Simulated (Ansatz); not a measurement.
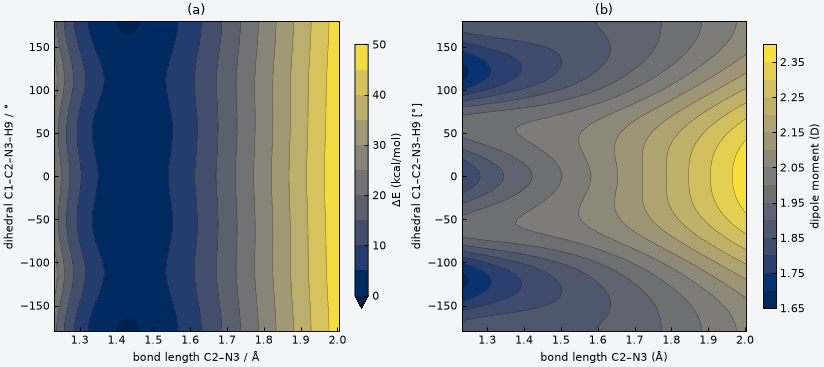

C2H6N, SMILES CC[NH], spin multiplicity 2. The first coordinate is: bond length C2–N3; the second: dihedral C1–C2–N3–H9. Nothing is relaxed (all other coordinates rigid). The grid has 11 × 10 points. Energies are in kcal/mol, from the lowest grid point. All numbers below come from UKS PBE0-D4/def2-TZVP in Ansatz.

Panel (a) is the energy; panel (b) is the computed dipole moment, in D.

In the figure: filled contours. Between grid points the surface is interpolated.

Q: How does the dipole moment vary over the map, and what is it at the lowest grid point?

A: Leaving out the highest fifth of the energies, it runs from 1.71 D at bond length C2–N3 = 1.230 Å, dihedral C1–C2–N3–H9 = −108° to 2.24 D at bond length C2–N3 = 1.848 Å, dihedral C1–C2–N3–H9 = −36°. At the lowest grid point, bond length C2–N3 = 1.462 Å, dihedral C1–C2–N3–H9 = −180°, it is 1.89 D.
